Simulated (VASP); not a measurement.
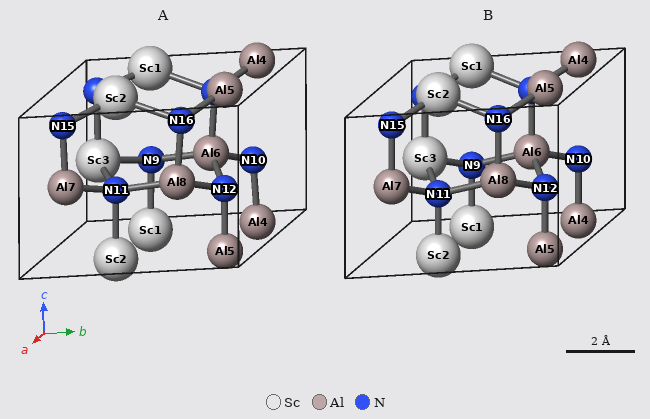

Two geometries of crystalline Sc$_{3}$Al$_{5}$N$_{8}$ (a generated structure, set up in Cm), drawn at one scale. One is the start of a relaxation, the other its converged end. Style: ball-and-stick. Shown: the cell of the calculation, slightly off an axis.

Level of theory: VASP 6.6.1, Kohn-Sham DFT of a periodic cell, PBEsol, VASP PAW PBE potentials, recommended. Set-up: plane-wave cutoff 520 eV; k-point mesh 4 × 4 × 5; occupations gaussian; smearing width 0.03 eV; no spin polarisation.

Which of the two is the end point?

Answer. Structure A is the relaxed one. The run lets cell and atoms move. The largest move relative to the cell is that of an N atom, 0.19 Å along [−1 −2 3]. By element the largest moves are N 0.19 Å, Sc 0.11 Å, Al 0.04 Å. Cell: a 6.449 → 6.531 Å (+1.3 %), b 6.449 → 6.624 Å (+2.7 %), c 4.944 → 4.958 Å (+0.3 %), α 90.0° → 90.2°, γ 120.0° → 119.5°. Volume +4.8 %. Near-neighbour distances that change, for instance: N–Sc 1.889 → 2.130 Å, N–Sc 1.951 → 2.091 Å, Sc–Sc 3.224 → 3.328 Å, Sc–Sc 3.095 → 3.184 Å. Among the angles between lasting bonds that change: Al–N–Al 111.5° → 121.7°, Sc–N–Al 111.5° → 119.9°, Sc–N–Sc 107.4° → 99.3°. The space group stays Cm (No. 8). After 24 geometry steps the energy has fallen by 2.340 eV per cell of the calculation. The largest force component goes from 3.2 to 0.003 eV/Å. Pressure: 15.02 GPa at the start and −0.01 GPa at the end. It ran on 1 thread of Intel(R) Xeon(R) 6975P-C (Granite Rapids), on a shared host.
